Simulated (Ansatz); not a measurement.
**SiH4O (silanol) at 6 levels**

We compute a comparison of 6 runs (UHF/STO-3G, BLYP/STO-3G, revPBE/STO-3G, BCCD(T)/STO-3G, CCSDT/STO-3G, FCI/STO-3G) of SiH4O (silanol). 

The calculation is run with Ansatz 0.2.0.

47 further runs of the same task are left out: 47 set aside as unsound or not needed.

## Step 1: The molecule

SiH4O has 6 atoms, charge 0, and is taken as a singlet. As SMILES, `O[SiH3]`. The H5–Si2 distance was set to 2.961 Å, away from the relaxed value. At this shape a bond of the SMILES string is far longer than usual.

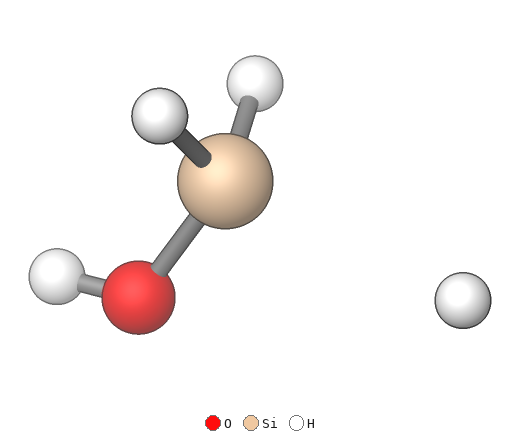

Viewed from a chosen angle; oxygen red, silicon light orange, hydrogen white.

## Step 2: The energy at UHF/STO-3G (run 1)

Input file job.yaml:

```yaml
crystal:
  periodic: [false, false, false]
  atoms:
    - {symbol: O, position_ang: [-0.459479, -1.748686, 1.107587]}
    - {symbol: Si, position_ang: [-1.131879, -0.371886, 0.501587]}
    - {symbol: H, position_ang: [-1.027079, -2.347586, 1.593287]}
    - {symbol: H, position_ang: [-2.224479, -0.672686, -0.464213]}
    - {symbol: H, position_ang: [1.060500, 1.064900, -0.875600]}
    - {symbol: H, position_ang: [-1.698479, 0.484014, 1.580287]}
basis:
  gaussian:
    orbitals: STO-3G
magnetization:
  spin_polarized: true
  initial_magnetization: 0
hamiltonian:
  xc: hf
accuracy: high
```

Started as:

```sh
ansatz run job.yaml --threads 1 --pin off --max-ram 2610MiB --events-out events.jsonl --progress --plain --runs-dir runs
```

The program printed:

```text
Warning: RAYON_NUM_THREADS=1 ignored (pool sized by the plan → 1); use --threads N
Functional definition: HF
  name "HF"
  exchange = exact_x
  correlation = 0
313 factors; integrals over basis functions are off by at most 3.0e-8 eV
mean field evaluation 1: about -9830.9632 eV, gradient 1.7e1 eV
mean field evaluation 2: about -9830.9876 eV, gradient 1.7e1 eV
mean field evaluation 4: about -9835.8001 eV, gradient 2.2e0 eV
mean field evaluation 8: about -9835.8686 eV, gradient 1.7e-2 eV
mean field evaluation 16: about -9836.6208 eV, gradient 4.7e0 eV
mean field evaluation 32: about -9839.4407 eV, gradient 4.6e-4 eV
mean field -9839.48689704 eV, -361.5944740224 hartree, gradient 1.5e-8 eV, S^2 0.963177; 3 other end points of the search recorded, 0 dependent functions left out
reference -9839.48689704 eV, -361.5944740224 hartree; 13, 13 occupied and 5, 5 virtual orbitals, 313 factors
Total energy: -9839.48689704 eV, -361.5944740224 hartree
```

It took 0.14 s on 1 thread of Arm Neoverse V2, shared host.

## Step 3: The energy at BLYP/STO-3G (run 2)

job.yaml, as its differences from that of step 2:

```diff
@@ -10,9 +10,4 @@
 basis:
-  gaussian:
-    orbitals: STO-3G
-magnetization:
-  spin_polarized: true
-  initial_magnetization: 0
-hamiltonian:
-  xc: hf
+  gaussian: {orbitals: STO-3G}
+hamiltonian: {xc: {name: BLYP}}
 accuracy: high
```

Started as:

```sh
ansatz run job.yaml --threads 1 --pin off --max-ram 2610MiB --events-out events.jsonl --progress --plain --runs-dir runs
```

The program printed:

```text
Warning: RAYON_NUM_THREADS=1 ignored (pool sized by the plan → 1); use --threads N
Functional definition: BLYP
  name "BLYP"
  parameter beta = 0.0042
  parameter a = 0.04918
  parameter b = 0.132
  parameter c = 0.2533
  parameter d = 0.349
  exchange = b88_x(beta = beta)
  correlation = lyp_c(a = a, b = b, c = c, d = d)
313 factors; integrals over basis functions are off by at most 3.0e-8 eV
mean field evaluation 1: about -9853.3618 eV, gradient 3.2e1 eV
mean field evaluation 2: about -9842.3076 eV, gradient 4.8e1 eV
mean field evaluation 4: about -9857.3121 eV, gradient 1.9e1 eV
mean field evaluation 8: about -9860.8191 eV, gradient 1.2e1 eV
mean field evaluation 16: about -9861.7878 eV, gradient 2.2e-8 eV
mean field -9861.78784395 eV, -362.4140187053 hartree, gradient 8.5e-8 eV, S^2 0.000000; 0 other end points of the search recorded, 0 dependent functions left out
reference -9861.78788375 eV, -362.4140201680 hartree; 13, 13 occupied and 5, 5 virtual orbitals, 313 factors
Total energy: -9861.78788375 eV, -362.4140201680 hartree
```

Run time: 0.99 s. Hardware: 1 thread of Arm Neoverse V2, shared host; peak memory 0.092 GiB.

Run 3 isn't shown in full; the table further down has it.

## Step 4: A single-point energy at BCCD(T)/STO-3G (run 4)

Input file input.yaml:

```yaml
crystal:
  periodic: [false, false, false]
  atoms:
    - {symbol: O, position_ang: [-0.459479, -1.748686, 1.107587]}
    - {symbol: Si, position_ang: [-1.131879, -0.371886, 0.501587]}
    - {symbol: H, position_ang: [-1.027079, -2.347586, 1.593287]}
    - {symbol: H, position_ang: [-2.224479, -0.672686, -0.464213]}
    - {symbol: H, position_ang: [1.060500, 1.064900, -0.875600]}
    - {symbol: H, position_ang: [-1.698479, 0.484014, 1.580287]}
basis:
  gaussian:
    orbitals: STO-3G
correlation:
  method: bccd_t
  frozen_orbitals: {H: 0, O: 1, Si: 5}
accuracy: high
scf:
  omitted_lower_state_checks: [cluster_reference, increment]
```

Started as:

```sh
ansatz run input.yaml --threads 1 --pin off --max-ram 2610MiB --events-out events.jsonl --progress --plain --runs-dir runs
```

The program printed:

```text
Warning: RAYON_NUM_THREADS=1 ignored (pool sized by the plan → 1); use --threads N
[... 11 lines left out ...]
6 core orbitals not correlated: weight in the atoms' cores, before any rotation towards them, 1.000 or more for the frozen orbitals, at most 0.000 for the correlated occupied ones
[... 31 lines left out ...]
WARN: these amplitudes may be one of several solutions (largest doubles amplitude 0.65, level shift 8.62 eV)
Total energy: -9842.09793633 eV, -361.6904279467 hartree
Checks for a lower state left out: cluster_reference, increment
```

Run time: 0.16 s. Hardware: 1 thread of Arm Neoverse V2, shared host.

Run 5 isn't shown in full; the table further down has it.

## Step 5: A single-point energy at FCI/STO-3G (run 6)

input.yaml, as its differences from that of step 4:

```diff
@@ -13,6 +13,4 @@
 correlation:
-  method: bccd_t
+  method: fci
   frozen_orbitals: {H: 0, O: 1, Si: 5}
 accuracy: high
-scf:
-  omitted_lower_state_checks: [cluster_reference, increment]
```

Started as:

```sh
ansatz run input.yaml --threads 1 --pin off --max-ram 2610MiB --events-out events.jsonl --progress --plain --runs-dir runs
```

The program printed:

```text
Warning: RAYON_NUM_THREADS=1 ignored (pool sized by the plan → 1); use --threads N
[... 4 set-up lines as earlier in the session ...]
313 factors; integrals over basis functions are off by at most 3.0e-8 eV
mean field evaluation 1: about -9830.9632 eV, gradient 2.4e1 eV
mean field evaluation 2: about -9830.9876 eV, gradient 2.4e1 eV
mean field evaluation 4: about -9835.8001 eV, gradient 3.1e0 eV
mean field evaluation 8: about -9835.8686 eV, gradient 2.2e-2 eV
mean field -9835.86861760 eV, -361.4615047054 hartree, gradient 2.7e-8 eV, S^2 0.000000; 0 other end points of the search recorded, 0 dependent functions left out; unrestricted orbitals would lower it
mean field evaluation 16: about -9839.3592 eV, gradient 1.8e0 eV
unrestricted determinant -9839.48689704 eV, -361.5944740224 hartree, S^2 0.9632
6 core orbitals not correlated: weight in the atoms' cores, before any rotation towards them, 1.000 or more for the frozen orbitals, at most 0.000 for the correlated occupied ones
reference -9835.86861760 eV, -361.4615047054 hartree; 7, 7 occupied and 5, 5 virtual orbitals, 313 factors
state -9842.10822526 eV, -361.6908060576 hartree
Total energy: -9842.10822526 eV, -361.6908060576 hartree
```

Run time: 2.8 s. Hardware: 1 thread of Arm Neoverse V2, shared host; peak memory 0.11 GiB.

## Step 6: Overview of the runs

```csv
run,level,frozen core orbitals,energy (Eh),wall time
1,UHF/STO-3G,–,-361.594474,0.14 s
2,BLYP/STO-3G,–,-362.414020,0.99 s
3,revPBE/STO-3G,–,-362.400083,1.1 s
4,BCCD(T)/STO-3G,6,-361.690428,0.16 s
5,CCSDT/STO-3G,6,-361.690680,0.22 s
6,FCI/STO-3G,6,-361.690806,2.8 s
```

## Step 7: Summary of results

```
                                          quantity          value
                               run 6: total energy  -361.69081 Eh
run 6: correlation energy (6 core orbitals frozen)     -229.3 mEh
```

What this shows: Against full CI in this basis: UHF +96.3 mEh; BCCD(T) +0.4 mEh; CCSDT +0.1 mEh. Totals of different functionals can't be ranked against each other. In runs 4, 5 the log says that unrestricted orbitals would lower the reference, so the values rest on an unstable closed-shell determinant (other closed-shell runs at this shape may share the fault). In runs 1, 2, 3, 4, 5, 6 the basis is minimal, so the values are rough. In runs 2, 3 a closed-shell determinant meets a far-stretched bond, which it describes badly. Spin contamination of the reference: run 1 ⟨S²⟩ = 0.96. Where it is this large, the reference is a mixture of spin states, and values that rest on it are in doubt. All runs together took 5.4 s, the longest 2.8 s.
